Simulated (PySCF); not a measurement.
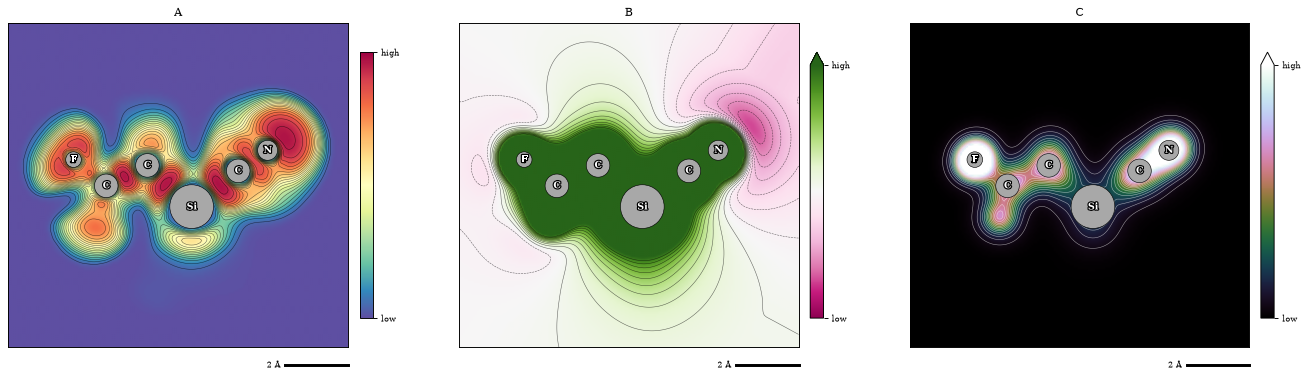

C₄H₈F₃NSi₂: 3 fields on the plane of atoms C4, Si2 and C6, with unlabelled colour scales. Grey discs cover the atomic cores.

Geometry: GFN2-xTB.

These are results of PBE0/pcSseg-1, SCF density, gas phase, non-relativistic (PySCF 2.14.0), not measurements.

Q: The panels show electron density, electron localisation function and electrostatic potential in some order. Assign them.

A: Panel A: electron localisation function. Panel B: electrostatic potential (strongly positive close to the atoms, with negative regions outside electron-rich atoms). Panel C: electron density. From the grid: C–N (1.15 Å): the density is about 3.6 e/Å³ at the midpoint; the ELF peaks at about 0.90 between the atoms; a multiple bond. C–F (1.34 Å): ρ is about 2.3 e/Å³ halfway, with its minimum of 1.9 e/Å³ about 0.5 Å from C; the ELF peaks at about 0.85 between the atoms; a polar covalent bond.
